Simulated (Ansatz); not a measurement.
# C$_{2}$H$_{6}$FMoNO$_{2}$: what the fields show

```xyz
13

C    -0.6922   -0.4352    1.2850
N     0.0064   -0.1185    0.0558
C     1.0622   -1.0548   -0.2729
Mo   -0.3367    1.4540   -0.9630
O     1.1077    1.9247   -1.6819
O    -0.9175    2.6291    0.0886
F    -1.6085    1.0539   -2.2618
H    -1.2068   -1.3982    1.1916
H    -1.4305    0.3307    1.5208
H     0.0171   -0.5039    2.1180
H     0.6434   -2.0520   -0.4492
H     1.7795   -1.1241    0.5532
H     1.5960   -0.7403   -1.1693
```

Geometry: PBE0-D4/def2-TZVP; core potentials replace the inner electrons of Mo.

Level of theory: RKS PBE0-D4/def2-TZVPP in Ansatz 0.2.0.

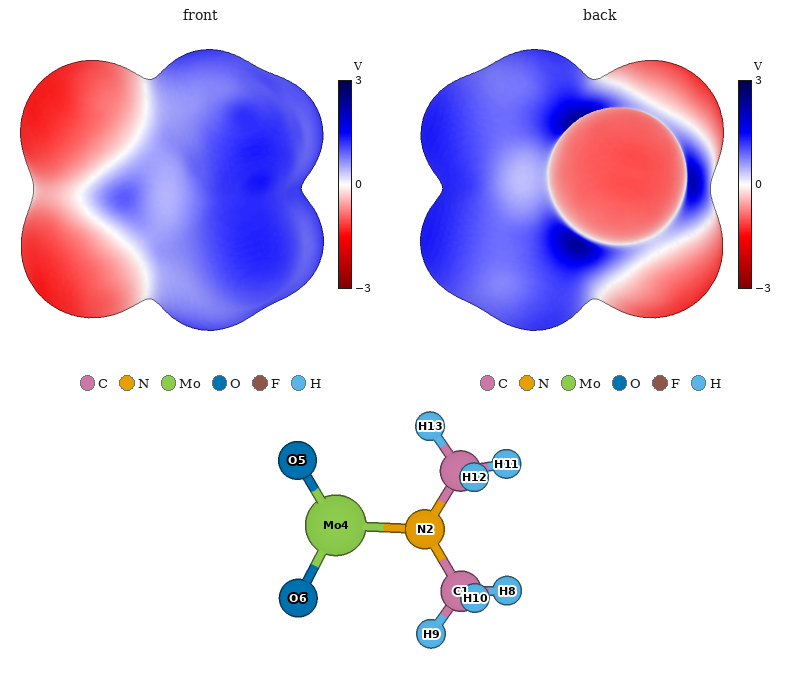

Figure 1. The molecular electrostatic potential painted on the density surface at 0.002 e/bohr³, seen from the front and from behind; the colour scale runs from red (negative) to blue (positive). The bare structure is drawn below in the same view.

### Describe the electrostatic potential map.

The most negative region (about −1.3 V) lies over O5 and O6, the most positive (about +2.2 V) over Mo4.

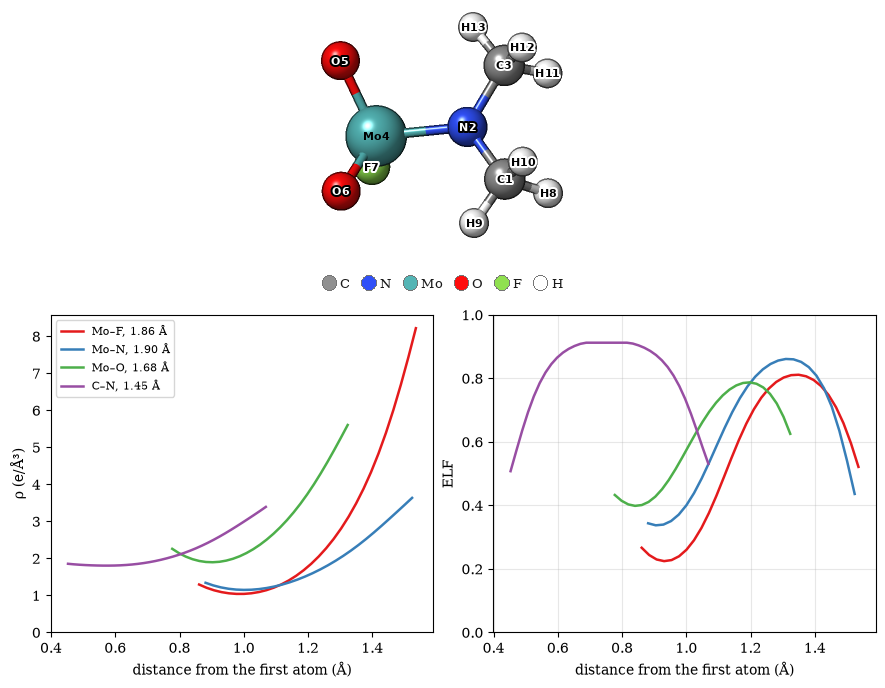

Figure 2. Electron density and electron localisation function along straight lines between neighbouring atoms. The curves leave out the atomic cores. The structure is drawn too.

### What can be read from the curves?

Mo–F (1.86 Å): ρ at the midpoint is about 1.1 e/Å³; the ELF peaks at about 0.80 in the valence shell of F, 0.5 Å from its nucleus, and drops to about 0.20 between the two atoms.
Mo–N (1.90 Å): ρ is about 1.2 e/Å³ halfway; the ELF peaks at about 0.85 in the valence shell of N, 0.6 Å from its nucleus, and is about 0.35 at the midpoint.
Mo–O (1.68 Å): the density is about 2 e/Å³ at the midpoint; the ELF peaks at about 0.80 in the valence shell of O, 0.5 Å from its nucleus, and drops to about 0.40 between the two atoms.
C–N (1.45 Å): the density is about 1.9 e/Å³ at the midpoint; the ELF peaks at about 0.90 between the atoms, as expected for a shared electron pair.

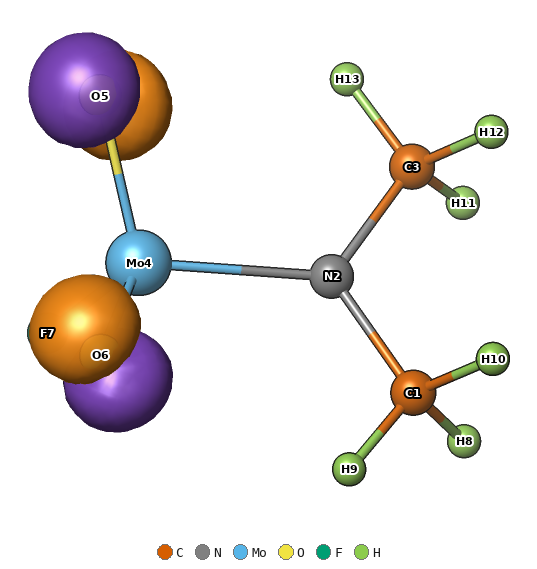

Figure 3. The HOMO−1 at ±0.3 Å⁻³ᐟ² (orange and purple are the two phases), seen at a tilt.

### What is the character of this orbital?

Its weight (Hirshfeld) is mainly on O6 (about 45 %) and O5 (about 45 %); largely a combination of lone pairs on O6 and O5. Its energy is −9.01 eV.
